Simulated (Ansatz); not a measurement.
Input file:

```
crystal:
  periodic: [false, false, false]
  atoms:
    - { symbol: O, position_ang: [-1.5954, -1.4091, -0.3652] }
    - { symbol: C, position_ang: [-1.0115, -1.0506, 0.6159] }
    - { symbol: "N", position_ang: [0.0117, -0.1863, 0.6626] }
    - { symbol: Si, position_ang: [0.6975, 0.6324, -0.7453] }
    - { symbol: Cl, position_ang: [2.587, 1.1061, -0.4265] }
    - { symbol: Br, position_ang: [-0.5249, 2.5025, -1.0073] }
    - { symbol: H, position_ang: [-1.222, -1.4591, 1.6154] }
    - { symbol: H, position_ang: [-1.27734, -0.43401, -0.24273] }
    - { symbol: H, position_ang: [0.5902, -0.2244, -1.9008] }
basis:
  gaussian: { orbitals: def2-SVP }
hamiltonian:
  xc: pbe
relax:
  f_tol: 0.02
  max_steps: 50
output:
  orbitals: {}
```

Launched as:

```sh
ansatz run input.yaml --threads 2 --pin off --max-ram 3072MiB --backend cpu --events-out ev --progress --plain --runs-dir out
```

The fields are those of the run's last geometry, not of the input's.

Theory: RKS PBE/def2-SVP (Ansatz 0.2.0).

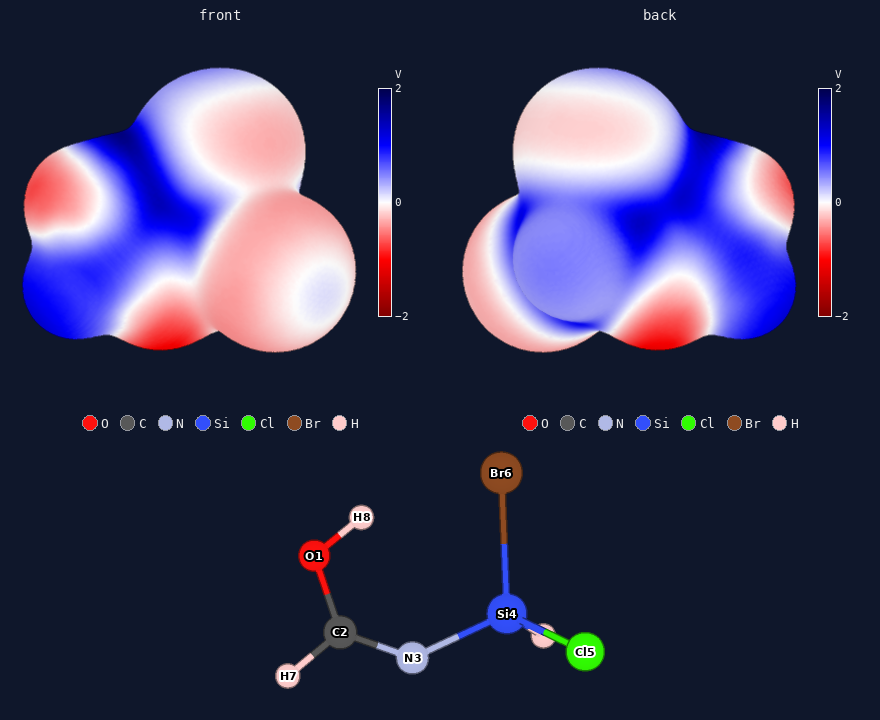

CH3BrClNOSi. The electrostatic potential painted on the density surface at 0.002 e/bohr³, seen from the front and from behind; red is negative and blue positive. The bare structure is drawn below in the same view.

Q: Which sites attract a positive test charge, and which a negative one?

A: A positive charge is drawn to the negative regions and a negative charge to the positive ones. The most negative region (about −1.0 V) lies over N3, the most positive (about +1.6 V) over H8. N3 is the likeliest acceptor of a hydrogen bond.
